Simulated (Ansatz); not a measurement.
# BrCl2F2HHf: what the fields show

The calculation's input:

```
crystal:
  periodic: [false, false, false]
  atoms:
    - { symbol: Hf, position_ang: [-0.636625, -6.8e-05, -0.406794] }
    - { symbol: F, position_ang: [0.078002, 0.002706, 2.683829] }
    - { symbol: F, position_ang: [1.182329, 0.000482, 0.123976] }
    - { symbol: Cl, position_ang: [-0.8755, 1.872173, -1.775555] }
    - { symbol: Cl, position_ang: [-0.876289, -1.872837, -1.774639] }
    - { symbol: Br, position_ang: [-2.756567, 0.000916, 1.203753] }
    - { symbol: H, position_ang: [-0.75655, -0.003371, 3.086729] }
basis:
  gaussian: { orbitals: def2-SVP }
hamiltonian:
  xc: b3lyp
  dispersion: d4
relax:
  f_tol: 0.03
  max_steps: 50
output:
  orbitals: {}
```

Launched as:

```sh
ansatz run input.yaml --threads 4 --pin off --max-ram 5120MiB --backend cpu --events-out ev --progress --plain --runs-dir out
```

The fields are those of the run's last geometry, not of the input's.

Core potentials replace the inner electrons of Hf.

All numbers below come from RKS B3LYP-D4/def2-SVP (Ansatz 0.2.0).

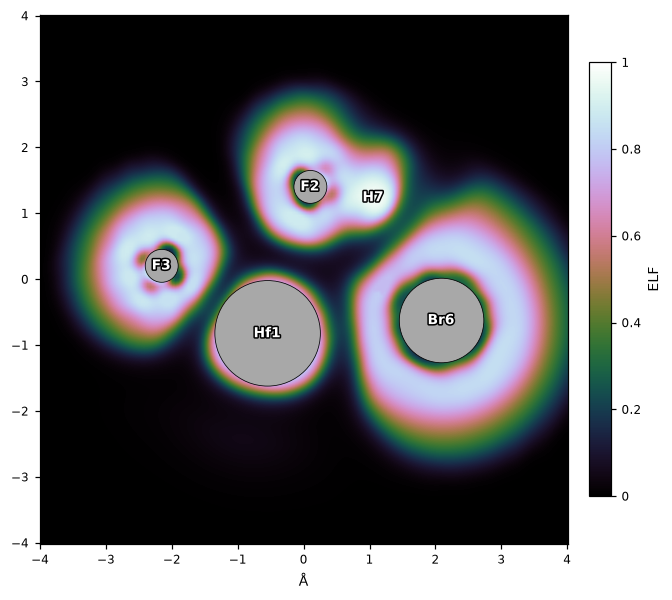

Figure 1. Electron localisation function on the plane of atoms Hf1, F2 and H7. Grey discs cover the atomic cores.

What do the fields say about this system?

Answer. The plane passes through Hf, F, Br and H nuclei. Hf–F (1.91 Å): the ELF peaks at about 0.85 in the valence shell of F, 0.6 Å from its nucleus, and drops to about 0.20 between the two atoms. Hf–Br (2.65 Å): the ELF peaks at about 0.80 in the valence shell of Br, 1.0 Å from its nucleus, and is about 0.45 at the midpoint. F–H (0.97 Å): the ELF climbs to about 0.95 towards the hydrogen, as it does in any bond to H: an ordinary covalent bond to hydrogen.

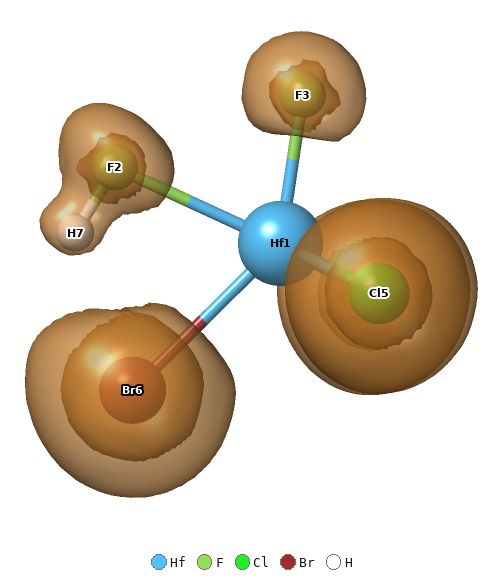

Figure 2. Isosurface of the electron localisation function at 0.75 (orange), seen across its widest extent. Core shells and regions of very low density are left out.

Where are the electrons localised?

Answer. The surface consists of one region wrapped around Br (its valence shell), two regions wrapped around Cl (the valence shell of each), one region wrapped around F (its valence shell) and one joined region spread over several atoms (F, H), in which their bonds and any lone pairs are merged. Along the contacts the grid gives the following. Hf–Cl (2.34 Å): the ELF peaks at about 0.85 in the valence shell of Cl, 0.8 Å from its nucleus, and is about 0.35 at the midpoint.

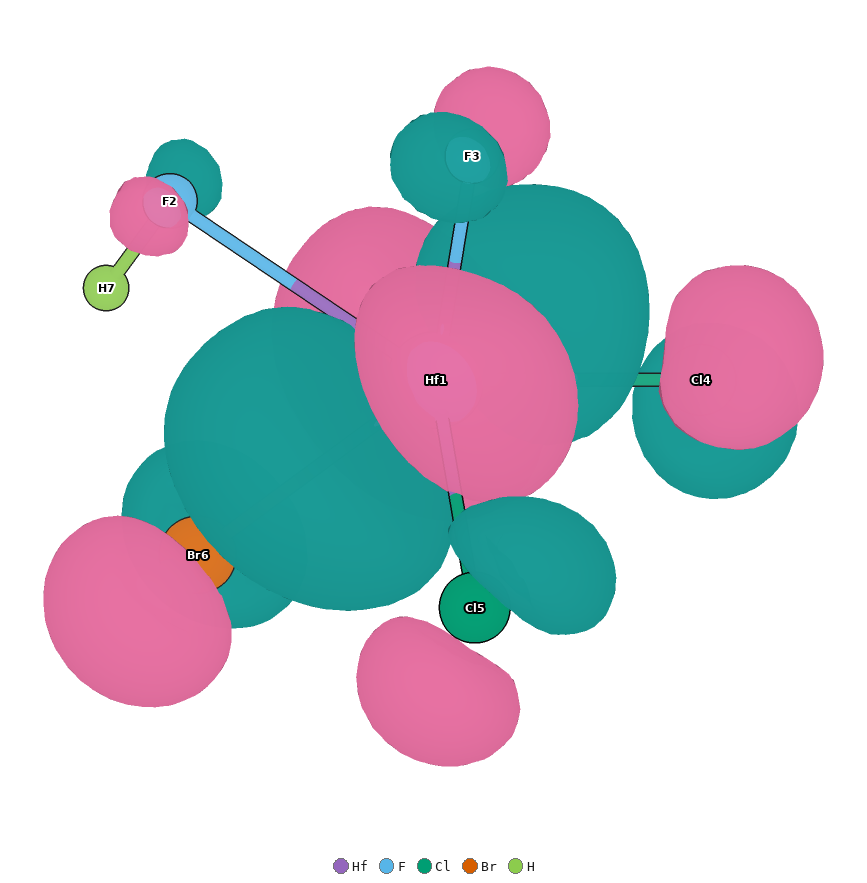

Figure 3. One frontier orbital at ±0.1 Å⁻³ᐟ² (teal and pink are the two phases), seen at a tilt.

Which orbital is it: HOMO or LUMO?

Answer. The LUMO, at −2.19 eV. By Hirshfeld shares it lies mainly on Hf1 (about 70 %), Br6 (about 10 %), Cl4 (about 10 %) and Cl5 (about 10 %).

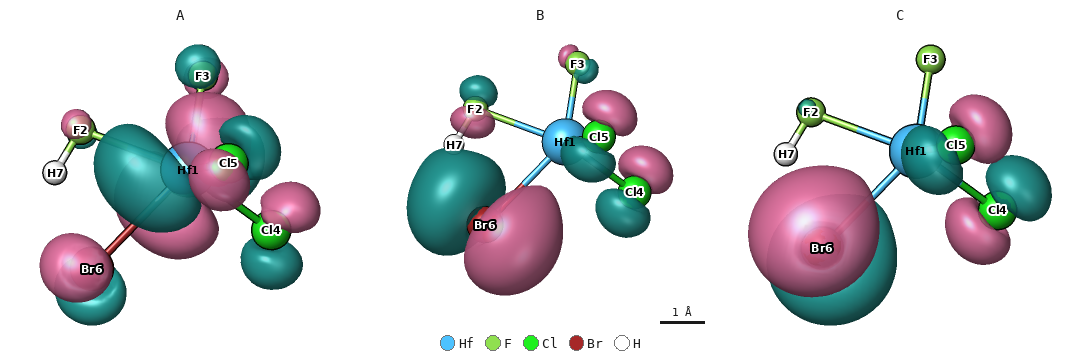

Figure 4. Three frontier orbitals at ±0.1 Å⁻³ᐟ² (teal and pink are the two phases), in no order.

Order the three orbitals by energy and name them.

Answer. B is the HOMO−1 (−8.96 eV). It lies mainly on Br6 (about 75 %), Cl4 (about 5 %) and Cl5 (about 5 %); largely a lone pair of Br6. C is the HOMO (−8.61 eV). It lies mainly on Br6 (about 75 %), Cl4 (about 10 %) and Cl5 (about 10 %); largely a lone pair of Br6. A is the LUMO (−2.19 eV). Its weight (Hirshfeld) is mainly on Hf1 (about 70 %), Br6 (about 10 %), Cl4 (about 10 %) and Cl5 (about 10 %).

What is the HOMO–LUMO gap?

Answer. 6.42 eV between the orbital energies.
